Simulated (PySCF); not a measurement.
ClH7Si2, SMILES `Cl.[SiH3][SiH3]`.

Method: PBE0/6-31+G*; geometry: GFN2-xTB; program: PySCF. GFN2-xTB bond lengths at metals and heavier atoms can be off by up to 0.1 Å and shapes distorted, which carries into these values.

Coordinates in Å:

```
Cl1     -2.1549   -0.0176    0.0002
H2      -3.4053   -0.2942   -0.0026
Si3      1.1237    1.1696   -0.0011
Si4      1.2334   -1.1350    0.0011
H5       2.4442    1.8014    0.0112
H6       0.4129    1.6940   -1.1722
H7       0.4128    1.6962    1.1692
H8       0.5786   -1.7261    1.1726
H9       2.6126   -1.6277   -0.0128
H10      0.5786   -1.7283   -1.1693
```

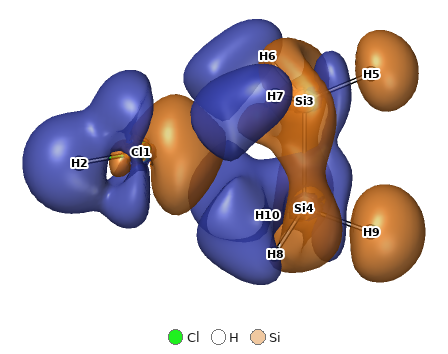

Density of the complex less the densities of the two fragments at the same geometry, ±0.0003 e/Å³ (orange: gain, blue: loss). Fragment A: HCl (atoms 1–2); fragment B: Si2H6.

**Which way does charge flow?**

Hirshfeld charges show almost no net transfer (under 0.005 e). 0.02 e is displaced in all, which induces a dipole of 0.24 D.

**What is the interaction energy, and which contacts carry it?**

The counterpoise-corrected interaction energy of the frozen fragments is +0.9 kcal/mol without dispersion correction and −0.5 kcal/mol with D3(BJ). The pair geometry is semi-empirical, not a minimum at this level. Contacts: Cl1···Si3, 3.49 Å, ρ = 0.006 a.u.; Cl1···Si4, 3.57 Å, ρ = 0.006 a.u., a bond path close to vanishing (ellipticity 12.9). The pose is a local one from a semi-empirical search, not shown to be the most stable.
